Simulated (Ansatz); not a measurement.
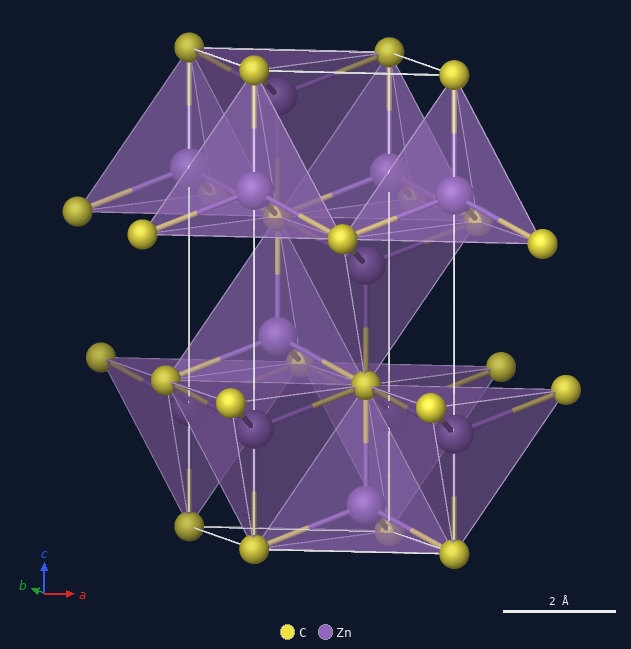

This polyhedral model is shown slightly off an axis. The wireframe shows the conventional unit cell. A few atoms beyond the faces are included.

Zn$_{2}$C, space group R-3m (No. 166), a = 3.646 Å, b = 3.646 Å, c = 8.611 Å, α = 90.00°, β = 90.00°, γ = 120.00°. Origin of the cell: a structure type filled with these elements by a generator (whether the compound takes this form wasn't checked). The cell was then strained or its atoms displaced on purpose. An electronic-structure calculation with Ansatz was run on it.

This one geometry was computed with Ansatz (DFT, plane waves, PAW) at three levels of theory: PBE, HSE06 and r2SCAN. It was relaxed with r2SCAN and then strained.

### Which level gives the highest pressure at this volume, and what does that say about its equilibrium volume?

Highest: PBE (10.4 GPa), which points to the largest equilibrium volume. Lowest, with the smallest volume: r2SCAN (6.0 GPa). Levels within 0.5 GPa of each other can't be told apart.

### How does the band gap change with the level of theory?

PBE: a gap of 0.06 eV, direct; r2SCAN: a gap of 0.14 eV, direct; HSE06: a gap of 0.84 eV, direct.

### Collect the results in a table.

| level | cutoff (eV) | k-mesh of the run's cell | gap (eV) | pressure (GPa) |
| --- | --- | --- | --- | --- |
| PBE | 420 | 8×8×8 | 0.06 | 10.4 |
| HSE06 | 420 | 6×6×6 | 0.84 | 7.7 |
| r2SCAN | 500 | 8×8×8 | 0.14 | 6.0 |

Gaps are taken on the k-mesh or band path of each run.
